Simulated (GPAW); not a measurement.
# Polarising a 8-layer slab of Na(100) with a field along the normal

The dipole of the cell at several fields, atoms fixed. What does the strongest field give, and what length does the slope stand for?

**Method.** GPAW 26.7.0, plane waves (400 eV), PAW setups, PBE, 8×8 mesh, a dipole layer in the vacuum; geometry relaxed without an applied field with GPAW. The cell's area is 17.89 Å², and e/ε0 = 180.95 V Å.

Results, with one row withheld:

| field (V/Å) | dipole (e Å) |
| --- | --- |
| −0.2 | −0.3773 |
| −0.1 | −0.1885 |
| −0.05 | −0.0942 |
| 0.05 | 0.0942 |
| 0.1 | 0.1885 |
| 0.2 | 0.3773 |
| 0.3 | ? |

**Question.** What is the dipole at 0.3 V/Å?

A: A line through the 6 points has the slope α = 1.886 e Å per V/Å and the intercept p₀ = −0.0000 e Å (r.m.s. residual 9.9e−05). At 0.3 V/Å it gives p = −0.0000 + 1.886 × 0.3 = 0.5658 e Å; the run gives 0.5669 e Å, so the response stays linear to 0.2 % of the induced part. Dividing by ε0 and the area: α/(ε0 A) = 1.886 × 180.95 / 17.89 = 19.07 Å, against 14.80 Å between the outer nuclei. A metal screens fully, so the excess of 4.27 Å puts the image planes about 2.13 Å outside the outer atoms on average.

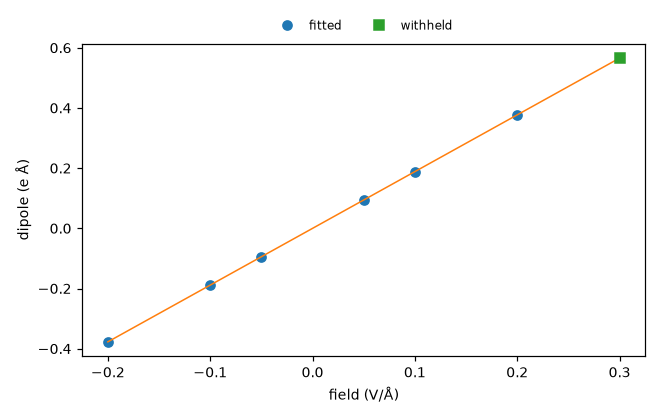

The line and the withheld run.

**Limits.** This is the electronic response alone; ions that move would add to it in polar layers. No run was spin-polarised, so magnetic states weren't tested.
